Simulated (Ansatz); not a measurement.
**C₂H₆OSi···C₂H₇N: density, localisation and related maps**

Input

```
crystal:
  periodic: [false, false, false]
  atoms:
    - { symbol: Si, position_ang: [-1.078199, -0.358563, 0.900084] }
    - { symbol: H, position_ang: [1.504821, -0.074268, 1.509179] }
    - { symbol: "N", position_ang: [1.886257, -0.049601, 0.539699] }
    - { symbol: C, position_ang: [2.744256, -1.218761, 0.305273] }
    - { symbol: H, position_ang: [2.194917, -2.133164, 0.580013] }
    - { symbol: H, position_ang: [2.99366, -1.278285, -0.768239] }
    - { symbol: H, position_ang: [3.700074, -1.193471, 0.874763] }
    - { symbol: C, position_ang: [2.536892, 1.243023, 0.285253] }
    - { symbol: H, position_ang: [2.790729, 1.317879, -0.786333] }
    - { symbol: H, position_ang: [1.834949, 2.055688, 0.52947] }
    - { symbol: H, position_ang: [3.474563, 1.392304, 0.866298] }
    - { symbol: O, position_ang: [-1.556029, 1.132116, 0.252277] }
    - { symbol: C, position_ang: [-1.874398, 1.480726, -1.104401] }
    - { symbol: H, position_ang: [-2.935314, 1.259692, -1.319157] }
    - { symbol: H, position_ang: [-1.711646, 2.563815, -1.230308] }
    - { symbol: H, position_ang: [-1.248763, 0.936921, -1.833299] }
    - { symbol: C, position_ang: [-1.180958, -1.562516, -0.624507] }
    - { symbol: H, position_ang: [-0.904942, -2.58563, -0.314155] }
    - { symbol: H, position_ang: [-2.20145, -1.602258, -1.053678] }
    - { symbol: H, position_ang: [-0.49122, -1.258846, -1.434032] }
basis:
  gaussian: { orbitals: "6-31G*" }
hamiltonian:
  xc: blyp
  dispersion: d4
relax:
  f_tol: 0.03
  max_steps: 50
output:
  orbitals: {}
```

Command:

```sh
ansatz run input.yaml --threads 4 --pin off --max-ram 5120MiB --backend cpu --events-out ev --progress --plain --runs-dir out
```

The fields are those of the run's last geometry, not of the input's.

Level of theory: RKS BLYP-D4/6-31G* (Ansatz).

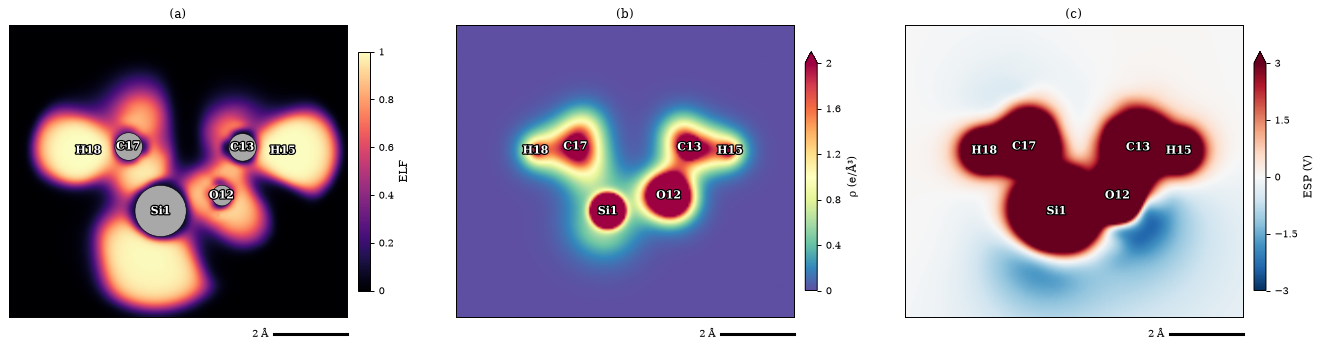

Figure 1. (a) ELF; (b) electron density; (c) electrostatic potential on the plane of atoms O12, C13 and H15. Grey discs cover the atomic cores in the ELF map.

Question: What does the map show?

Answer: The section cuts through Si, O, C and H sites. C–O (1.43 Å): the density is about 1.9 e/Å³ at the midpoint, with its minimum of 1.7 e/Å³ about 0.5 Å from C; the ELF peaks at about 0.85 between the atoms, as expected for a polar covalent bond. Si–O (1.73 Å): the density is about 0.93 e/Å³ at the midpoint; the ELF peaks at about 0.85 between the atoms, as expected for a shared but strongly polarised pair. C–Si (1.96 Å): the density is about 0.83 e/Å³ at the midpoint; the ELF peaks at about 0.95 between the atoms (a covalent bond). C–H (1.10 Å): the density is about 2 e/Å³ at the midpoint; the ELF climbs to about 1 towards the hydrogen, as it does in any bond to H; a covalent bond by its length. The ELF also peaks beside Si1 and O12, away from the bonds: lone-pair regions. Outside the dense part of the complex the potential is most negative (−2.4 V) near O12.

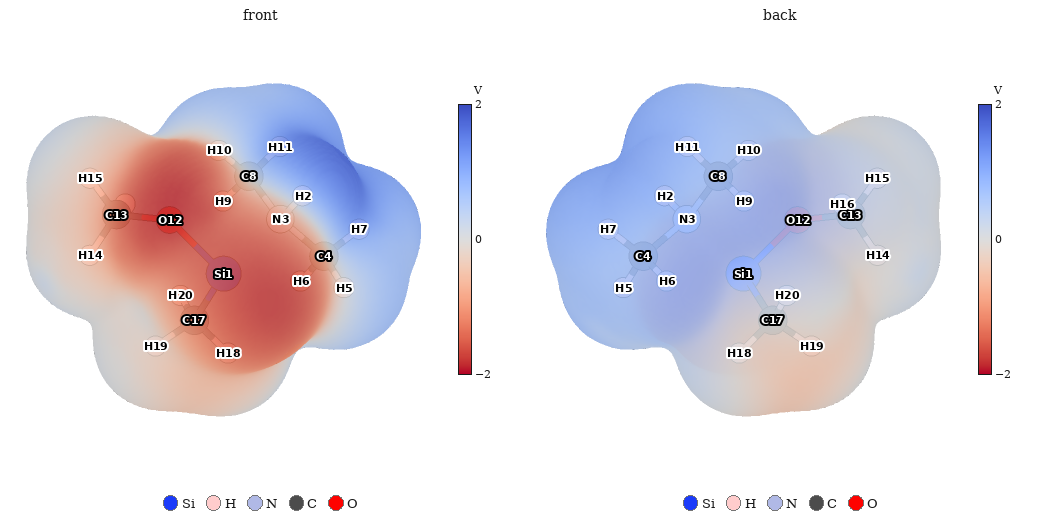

Figure 2. The electrostatic potential painted on the density surface at 0.001 e/bohr³, seen from the front and from behind; red is negative and blue positive.

Question: Which sites attract a positive test charge, and which a negative one?

Answer: A positive charge is drawn to the negative regions and a negative charge to the positive ones. The most negative region (about −1.8 V, or −42 kcal/mol for a unit charge) lies over Si1 and O12, the most positive (about +1.6 V, or +37 kcal/mol for a unit charge) over H2.

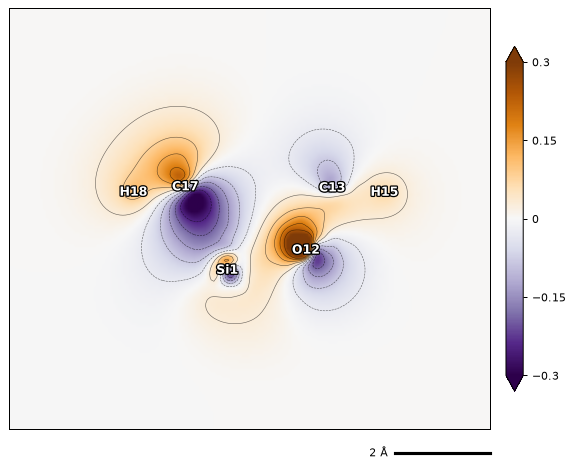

Figure 3. The HOMO−1 on the plane of atoms O12, C13 and H15 (values in Å⁻³ᐟ²; the overall sign is arbitrary).

Question: What is the character of this orbital?

Answer: It lies mainly on O12 (about 55 %), C13 (about 10 %) and C17 (about 5 %). Its energy is −5.48 eV.
